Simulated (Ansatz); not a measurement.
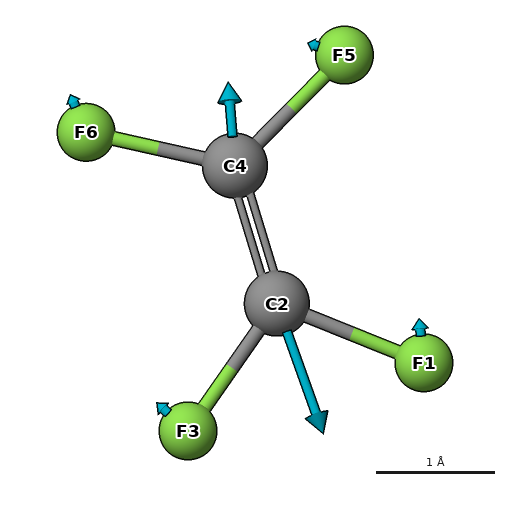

Arrows show the forces on the atoms, 0.1 Å of arrow for 1 eV/Å; forces under a tenth of the largest aren't drawn. Level of theory: ωB97M-V/def2-TZVPP (Ansatz 0.2.0).

> On which atom is the force largest, and how large is it?

On C2: 9.45 eV/Å.

> Which bond do the forces act along most?

C2–C4, now 1.236 Å: the forces push its atoms apart, so a first step downhill lengthens it.

List the force components in the frame of the picture (x right, y up, z towards the viewer), in eV/Å.

| atom | Fx | Fy | Fz |
| --- | --- | --- | --- |
| F1 | −0.17 | 1.59 | −0.14 |
| C2 | 3.14 | −8.79 | 1.46 |
| F3 | −1.05 | 0.94 | −0.20 |
| C4 | −0.39 | 4.74 | −1.12 |
| F5 | −1.04 | 0.34 | 0.00 |
| F6 | −0.50 | 1.19 | 0.00 |
